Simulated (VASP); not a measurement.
Energy against volume of W (bcc). Level of theory: r2SCAN meta-GGA, VASP's PBE PAW potentials (set 64) (plane waves; VASP 6.6.1).

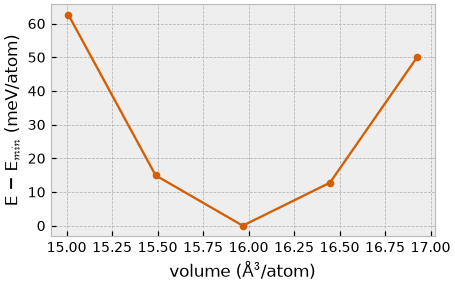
Figure. Energy against volume

**Question.** Estimate the equilibrium volume and the bulk modulus.

**Answer.** The minimum lies near 16.0 Å³/atom, and the curvature gives B0 of about 310 GPa.

Measured: bulk modulus 312 GPa at 0 K (computed value off by -0.3 %), as given by Vázquez-Parga, Fernández-Martínez, Viñes, J. Chem. Theory Comput. (2023), doi:10.1021/acs.jctc.3c00612, Supporting … [zero-point energy and finite temperature contributions removed]; a 3.160 Å at 0 K (computed value off by +0.4 %), as given by Daniel Mejia-Rodriguez et al., Physical Review B (2018), arXiv:1807.09216 [static lattice: zero-point anharmonic expansion removed].

The compound is W in the bcc structure. It was relaxed first.
